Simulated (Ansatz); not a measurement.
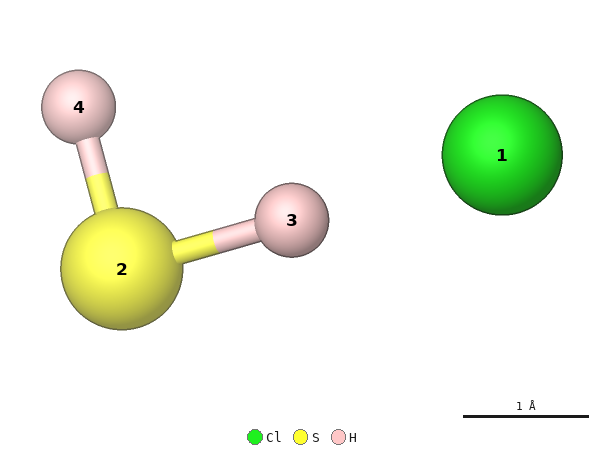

Orthographic view. Distant atoms are faded towards the background colour. Charge −1, singlet. Computed geometry: PBE-D4/def2-SVPD optimisation. No frequency run is at hand to confirm it as a minimum.

List all interatomic distances (Å) as a matrix.

```
atom   Cl1    S2    H3    H4
 Cl1  0.00                  
  S2  3.34  0.00            
  H3  1.85  1.49  0.00      
  H4  3.64  1.36  2.05  0.00
```
